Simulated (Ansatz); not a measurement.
**CH3OSi (doublet): density, localisation and related maps**

```yaml
atoms:
  - { symbol: C, position_ang: [-0.5688, 0.0747, -0.7572] }
  - { symbol: Si, position_ang: [0.3784, -0.5380, 0.4547] }
  - { symbol: O, position_ang: [0.6102, -2.1283, 0.7448] }
  - { symbol: H, position_ang: [-1.1948, 0.4172, -1.5562] }
  - { symbol: H, position_ang: [1.1861, -2.3539, 1.4778] }
  - { symbol: H, position_ang: [1.1259, 0.2956, 1.4150] }
```

Geometry: PBE0-D4/def2-TZVP.

The calculation used UKS PBE0-D4/def2-TZVPP in Ansatz.

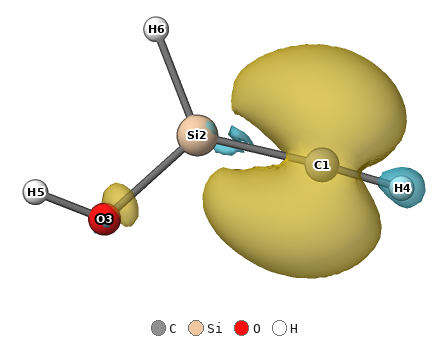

Figure 1. Isosurfaces of the spin density at +0.03 (yellow) and −0.03 e/Å³ (cyan), seen across its widest extent.

Where is the unpaired spin?

The unpaired spin (1 electron) lies mostly on C1 (about 0.8) and Si2 (about 0.1), in electrons by Hirshfeld's partition.

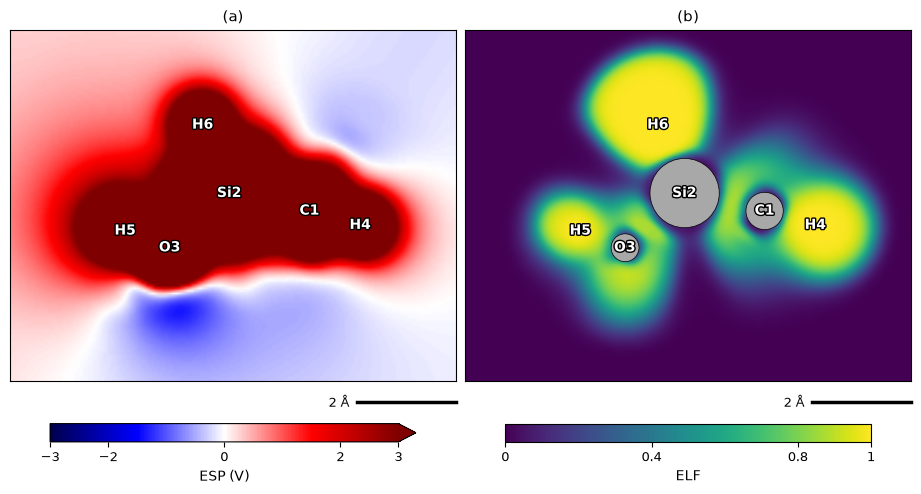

Figure 2. (a) electrostatic potential; (b) ELF on the molecular plane. Grey discs cover the atomic cores in the ELF map.

Describe what can be read from this map.

The section cuts through C, Si, O and H sites.
Si–O (1.63 Å): the ELF peaks at about 0.85 between the atoms; a shared but strongly polarised pair.
C–Si (1.66 Å): the ELF peaks at about 0.85 between the atoms: a covalent bond.
O–H (0.96 Å): the ELF climbs to about 1 towards the hydrogen, as it does in any bond to H (a covalent bond by its length).
C–H (1.07 Å): the ELF climbs to about 1 towards the hydrogen; a covalent bond by its length.
Si–H (1.48 Å): the ELF climbs to about 1 towards the hydrogen.
The ELF also peaks beside O3, away from the bonds: non-bonding electrons, paired or unpaired.
Outside the dense part of the molecule the potential is most negative (−1.4 V) near O3.

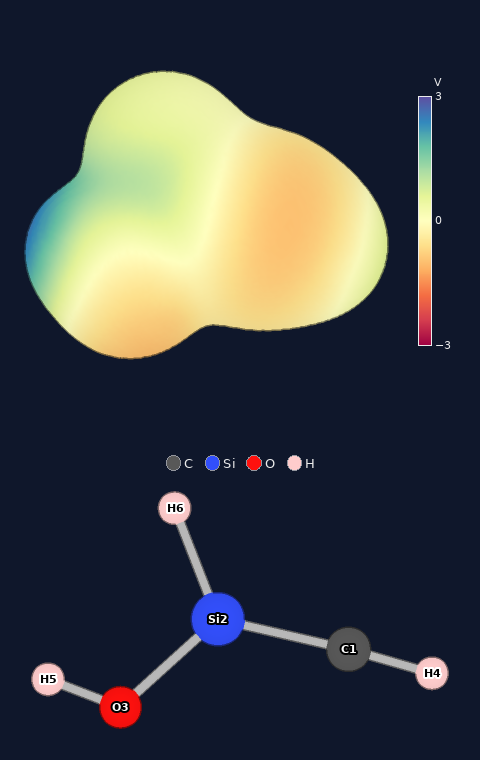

Figure 3. The molecular electrostatic potential painted on the density surface at 0.001 e/bohr³, seen across its widest extent; the colour scale runs from red (negative) to blue (positive). The bare structure is drawn below in the same view.

Describe the electrostatic potential map.

The most negative region (about −1.0 V) lies over C1 and O3, the most positive (about +2.5 V) over H5.
